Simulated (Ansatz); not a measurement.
## GaN, response to strain

Consider GaN in the wurtzite structure (space group P6_3mc, No. 186; a = 3.219 Å, c = 5.244 Å). Axes: x lies along a and z along c of the hexagonal cell.

Strains are applied to the cell and any free atomic positions relax; under biaxial strain the out-of-plane vector relaxes too.

Method: PBE/PAW in Ansatz (a program for electronic structure), no spin-orbit coupling, earlier PAW set.

Notes on the quantities. pressure: mean of the normal stresses, compression positive.

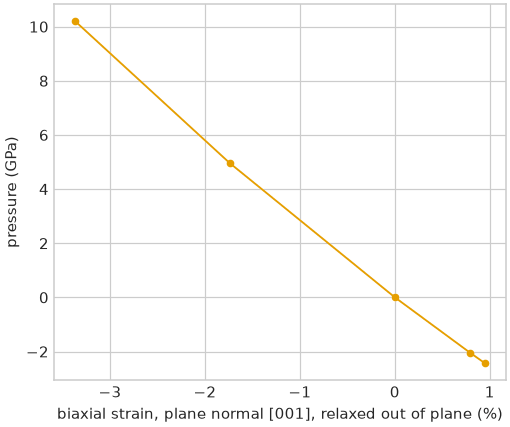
Pressure against biaxial strain, plane normal [001], relaxed out of plane

From the plot, what is the pressure for biaxial strain +0.95 %, plane normal [001], relaxed out of plane?

About -2 GPa.

Is the trend monotonic over the range shown?

Yes, it falls throughout, spanning -2.44 GPa to 10.21 GPa.

No phonon test of stability was made.
